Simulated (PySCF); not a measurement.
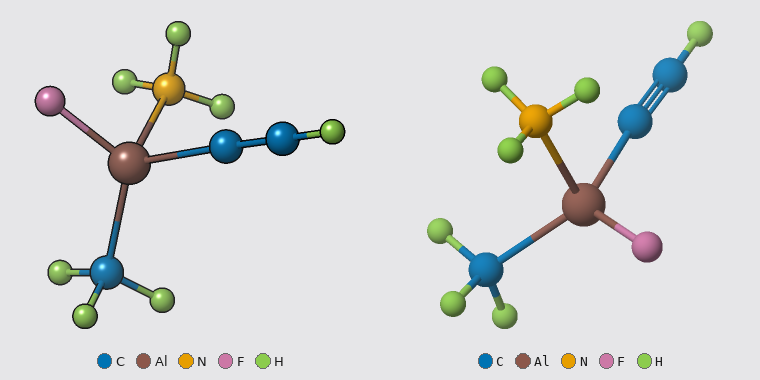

Two views of one molecule.

Computed geometry: GFN2-xTB optimisation. No frequency run is at hand to confirm it as a minimum.

Description:

The molecule is C3H7AlFN. As SMILES it reads `C#[C][Al@-]([CH3])([NH3+])[F]`. Among its groups: alkyne. The point group is C1. Coordination, clear cases only: 2 C linear; 1 C tetrahedral; 1 N tetrahedral.

The parts below concern this one geometry. Atoms keep their numbers from picture to picture.

**Geometry**

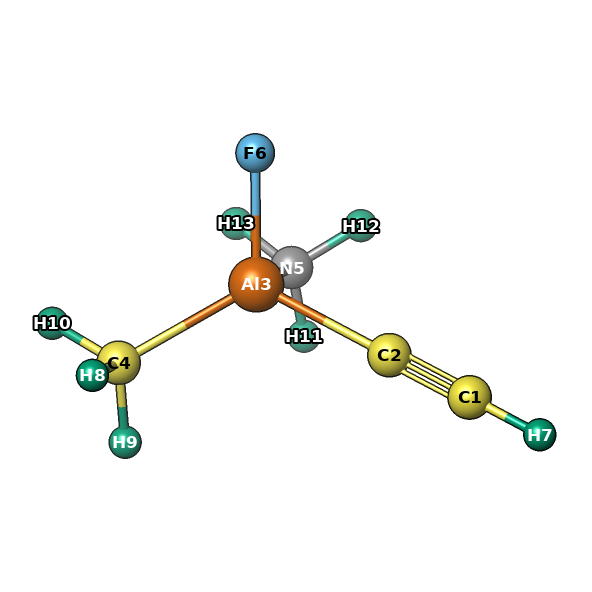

N5 lies behind Al3. The molecule seen a little off the Al3–N5 bond, Al3 in front. Atoms fade into the background with distance from the viewer. No frequency run is at hand to confirm it as a minimum.

**What is the torsion angle F6–Al3–N5–H11? The sign is positive where the front bond must turn clockwise to cover the back bond.**

176°, antiperiplanar (anti). The bonds about Al3–N5 are staggered.

**Electronic properties**

No frequency run is at hand to confirm it as a minimum. Method: PBE0/def2-SVPD, gas phase (PySCF 2.14.0). Excitations: vertical, linear response.

**What is the dipole moment?**

4.87 D.

**Give the brightest of the 8 lowest singlets at this level.**

7.41 eV.

**Give the HOMO–LUMO gap at this level.**

7.24 eV.

**Give the HOMO energy (Kohn–Sham orbital) at this level.**

−7.63 eV.

**Core levels**

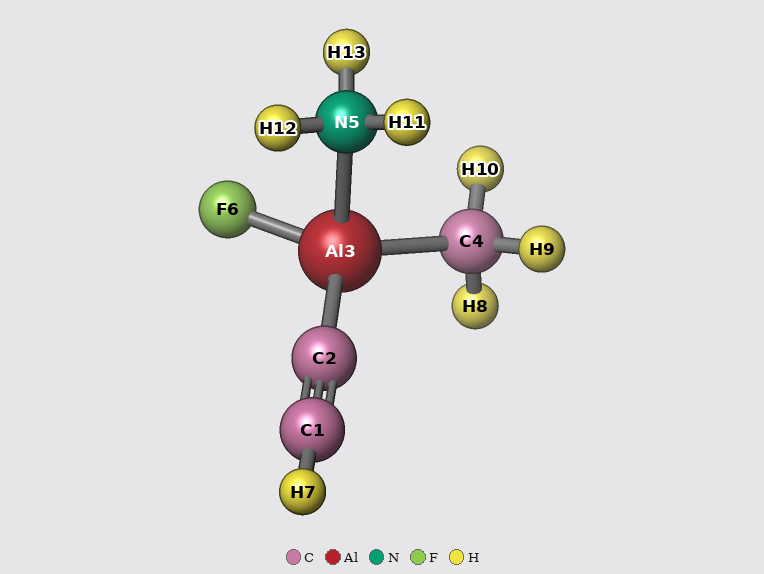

No frequency run is at hand to confirm it as a minimum. Properties computed with delta-SCF UKS SCAN, pcX-2 on the ionised atom, pcseg-1 elsewhere, spin-free X2C (PySCF 2.14.0).

Give the core-electron binding energies (to vacuum; p and d levels without spin–orbit splitting) of C1 1s, C2 1s, Al3 1s, Al3 2p, C4 1s, N5 1s, F6 1s.

```tsv
atom	level	binding energy (eV)
C1	1s	289.9
C2	1s	289.4
Al3	1s	1566.5
Al3	2p	79.9
C4	1s	289.3
N5	1s	407.7
F6	1s	690.6
```

**Polarisability**

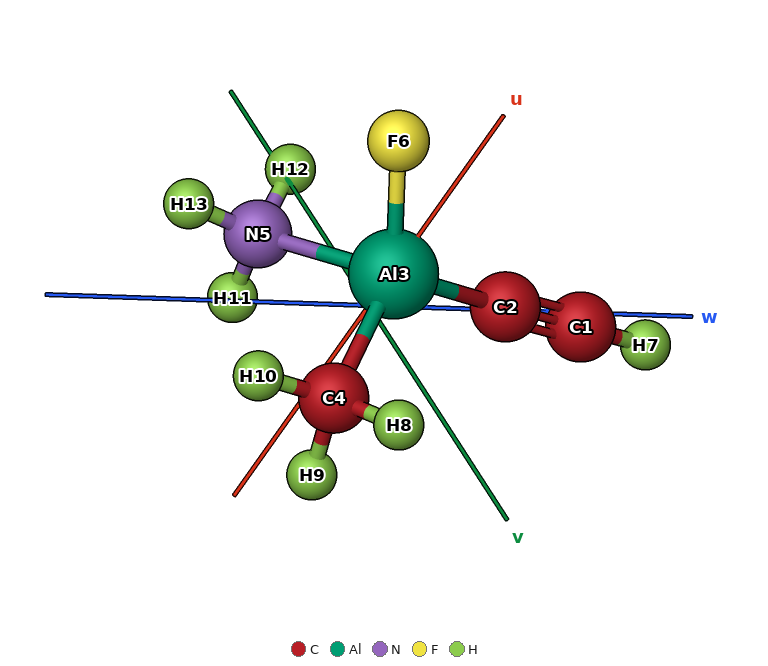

The lines u, v and w are the principal axes of the static dipole polarisability. No frequency run is at hand to confirm it as a minimum. Computed with PBE0/def2-SVPD (PySCF 2.14.0).

**Along which axis is the molecule most polarisable, and along which least?**

Most along w (nearly parallel to the C1–C2 bond), least along u.

**Give the three principal values.**

u 57.8, v 64.2, w 83.9 bohr³; mean 68.6, anisotropy 23.6 bohr³.

The geometry is semi-empirical. Around Al such bond lengths and angles can be off by a tenth of an ångström or more and by several degrees, and values that hang on the shape move with them.
